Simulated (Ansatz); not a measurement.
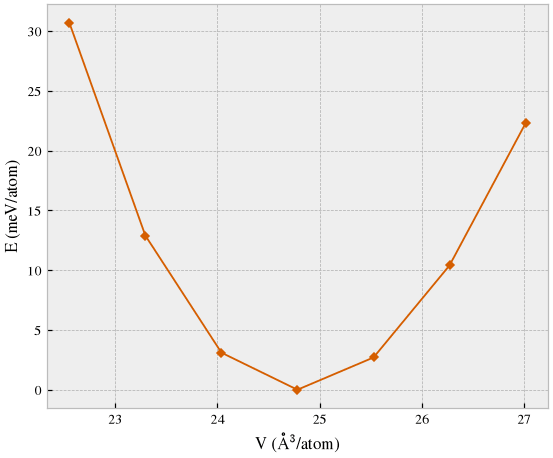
Fig. 1. CuI in space group P-6m2 (No. 187; Cu on 1a, I on 1f) under volume change, DFT-r²SCAN in the program Ansatz with PAW potentials, shape and atoms relaxed at each volume.

### Question
What does a third-order Birch–Murnaghan fit give for V₀, B₀ and B′?

### Answer
V₀ = 24.78 Å³/atom, B₀ = 41.5 GPa, B′ = 4.4.

A made-up cell: these elements were put on the sites of a structure type; neither database checked (COD, Materials Project) lists it. It is not the phase usual at ambient conditions (space group No. 216). The r²SCAN relaxation kept the symmetry of its start; whether a distortion lowers the energy is not shown. No spin polarisation was allowed. Scalar-relativistic: spin–orbit coupling is off unless named, which matters more the heavier the elements.

Potentials: the later of the program's two PAW sets.
